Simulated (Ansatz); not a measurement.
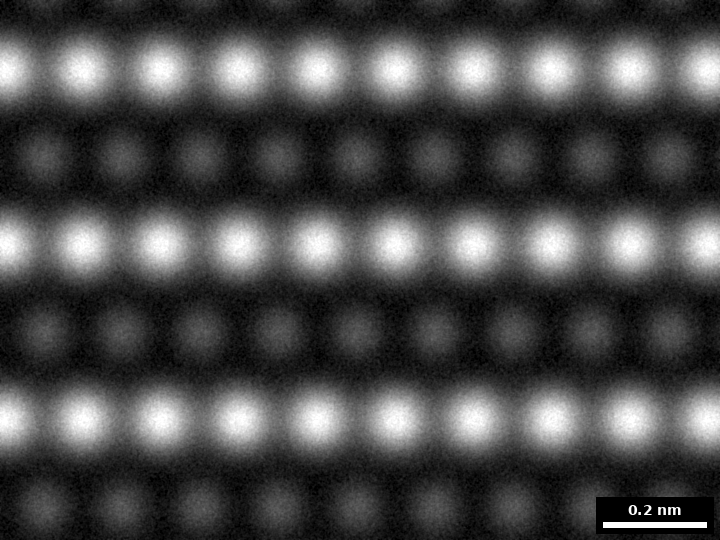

iDPC-like image of Sn₂Ge. Simulated as the projected potential of neutral atoms (B = 0.5 Å²) blurred by a 0.73 Å probe, the thin-sample limit of integrated differential phase contrast. The display is stretched by a gamma of 0.8; percentages refer to the linear signal. Shot noise was added.

Question: Give the net of the columns and its spacings.

Answer: The pattern repeats on a rectangular net of 1.5 × 3.4 Å.

Question: What is the plane group of the image?

Answer: p2mm: mirror lines in two perpendicular directions, with twofold points where they cross.

Question: How many columns does the smallest repeating cell hold, and how many levels of brightness?

Answer: 2 columns in the primitive cell of 5.2 Å², with 2 levels of brightness (about 100, 25 % of the brightest, counted from the darkest point).

The crystal is Sn₂Ge (Fm-3m, No. 225) seen along [210]. Structure used: the end point of a relaxation with Ansatz, DFT LDA, scalar-relativistic, plane waves, PAW; the starting structure was generated, so it need not be a known form of this composition.
